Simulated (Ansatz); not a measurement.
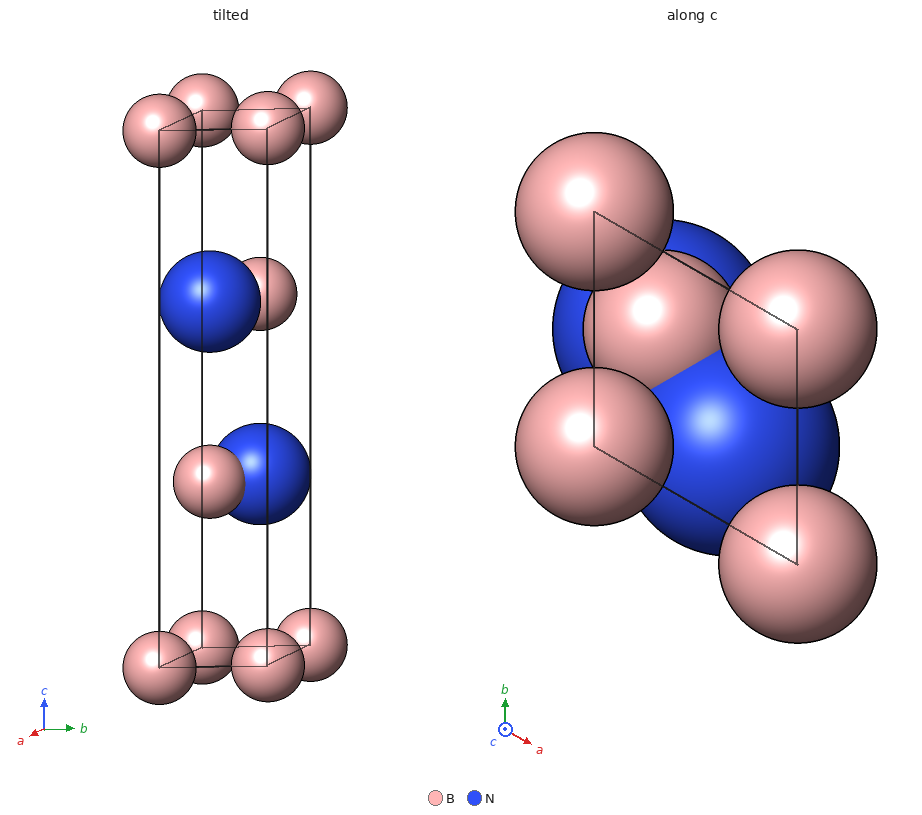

The figure gives a space-filling picture of the atoms, viewed slightly off an axis and along the c axis. One conventional unit cell is framed, with atoms on its boundary repeated.

**Read off the composition.**

B$_{3}$N$_{2}$. The cell holds 3 B, 2 N, counting shared atoms by their share.

**Give the crystal system and centring.**

Primitive hexagonal lattice; the crystal system is trigonal.

**Which space group does it belong to?**

P-3m1 (No. 164), with B on 1a, B on 2d and N on 2d.

Provenance: a textbook structure type filled with these elements (whether it is the usual form wasn't checked). Earlier steps of the study may have refined or changed the cell and positions. It was the input of a calculation with Ansatz.
